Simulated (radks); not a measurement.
**Atomic calculation for Cu**

A free Cu atom in the configuration [Ar] 3d10 4s1 (high spin). Computed at this level: scalar-relativistic Kohn-Sham, LB94 model potential, spin-polarised, spherical densities, finite nucleus (the in-house radial solver radks).

**The input**
```
Z 29
configuration [Ar] 3d10 4s1
relativity scalar-relativistic
functional lda,pw
spin polarised
nucleus finite rms 3.8823 fm
c 137.035999084
response adiabatic LDA kernel
```

Energies in input and log are in hartree, lengths in bohr (the nuclear radius in fm).

Hardware: 1 CPU thread, shared host.

**The program's output**
```
1s      1   1.0000        -328.16310921
2s      1   1.0000         -39.84419507
2p      1   3.0000         -34.52385594
3s      1   1.0000          -4.41381188
3p      1   3.0000          -2.86597908
3d      1   5.0000          -0.41571599
4s      1   1.0000          -0.33374744
1s      2   1.0000        -328.16096481
2s      2   1.0000         -39.84339882
2p      2   3.0000         -34.52321521
3s      2   1.0000          -4.41061148
3p      2   3.0000          -2.86419916
3d      2   5.0000          -0.42014293
4s      2   0.0000          -0.34862028
Etot None
Ekin 1688.2028937025855
Encl -3999.0958623632005
Eh 723.9755558827092
Exc None
err 4.1099140083978345e-09
it 16
```

**Orbitals**

| orbital | occupation | energy (eV) | ⟨r⟩ (bohr) | outer maximum (bohr) |
| --- | --- | --- | --- | --- |
| 1s up | 1 | −8929.8 | 0.05201 | 0.0341 |
| 1s down | 1 | −8929.7 | 0.05201 | 0.0341 |
| 2s up | 1 | −1084.2 | 0.2344 | 0.197 |
| 2s down | 1 | −1084.2 | 0.2344 | 0.197 |
| 2p up | 3 | −939.442 | 0.2055 | 0.158 |
| 2p down | 3 | −939.425 | 0.2055 | 0.158 |
| 3s up | 1 | −120.106 | 0.7149 | 0.614 |
| 3s down | 1 | −120.019 | 0.7156 | 0.614 |
| 3p up | 3 | −77.987 | 0.7520 | 0.620 |
| 3p down | 3 | −77.939 | 0.7532 | 0.620 |
| 3d down | 5 | −11.433 | 1.012 | 0.600 |
| 3d up | 5 | −11.312 | 1.001 | 0.599 |
| 4s down | 0 | −9.486 | 2.653 | 2.13 |
| 4s up | 1 | −9.082 | 2.709 | 2.15 |

**Slater integrals of the outer shells (hartree)**

| integral | value |
| --- | --- |
| F0(4s,4s) | 0.3344 |
| F0(4s,3d) | 0.4287 |
| G2(4s,3d) | 0.0532 |
| F0(4s,3p) | 0.4401 |
| G1(4s,3p) | 0.0221 |
| F0(4s,3s) | 0.4415 |
| G0(4s,3s) | 0.0158 |
| F0(3d,3d) | 0.9510 |

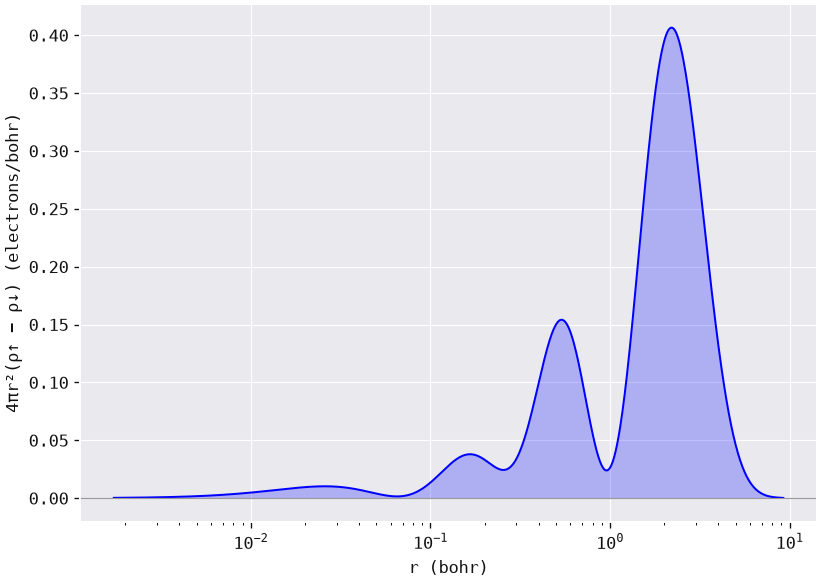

**Figure 1.** The radial spin density. The curve integrates to 1 unpaired electron, held by 4s (+1). Its largest value, 0.406 electrons/bohr, lies near r = 2.2 bohr. Regions of the opposite sign are negligible.

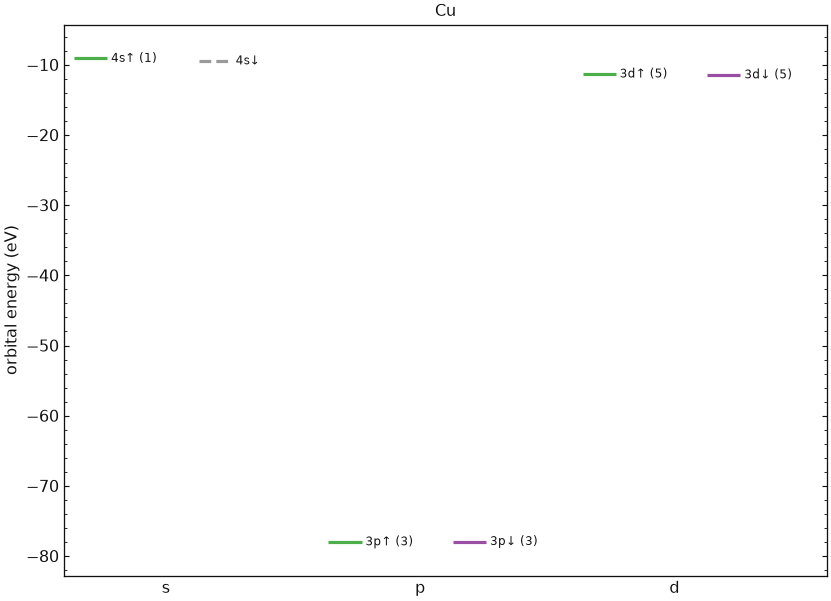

**Figure 2.** The outer levels are drawn by angular momentum (occupations in brackets, up spins at the left of each column and down spins at the right, empty levels dashed). The highest occupied level is 4s up at −9.08 eV. From the top down the occupied levels run 4s up (−9.08 eV), 3d up (−11.3 eV), 3d down (−11.4 eV), 3p down (−77.9 eV), 3p up (−78.0 eV). The lowest empty level drawn is 4s down at −9.49 eV. The largest exchange splitting (down less up) among the shells drawn in both spins is that of 4s, −0.405 eV. The order isn't aufbau: the empty 4s down level lies under the highest occupied one.

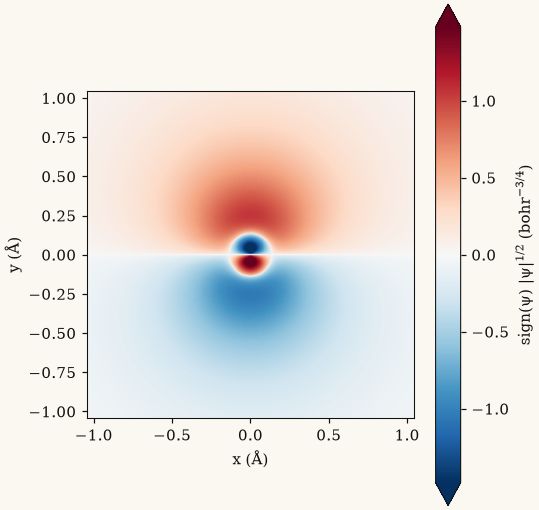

**Figure 3.** One occupied orbital of down spin is shown. In the xy plane through the nucleus, the colour gives the signed square root of ψ. (1 bohr = 0.529 Å.) The radial function comes from the spherical calculation and is multiplied by a real spherical harmonic; the overall sign is chosen so that the largest lobe of P(r) is positive; at the scalar-relativistic level it is the large component. It is 3p(y) of down spin. It has the nodal plane xz and 1 radial node, at r = 0.258 bohr. The outermost maximum of P² lies at 0.620 bohr, ⟨r⟩ = 0.753 bohr, 90 % of the charge lies within 1.17 bohr, and the eigenvalue is −77.9 eV, with 3 electrons in the shell for this spin.

**Summary**

- outcome: converged
- kinetic energy: 1688.2029 hartree
- electron–nucleus energy: −3999.0959 hartree
- Hartree energy: 723.975556 hartree
- radius at density 0.001 e/bohr³: 3.92 bohr
- SCF iterations: 16
- wall time: 1.4 s
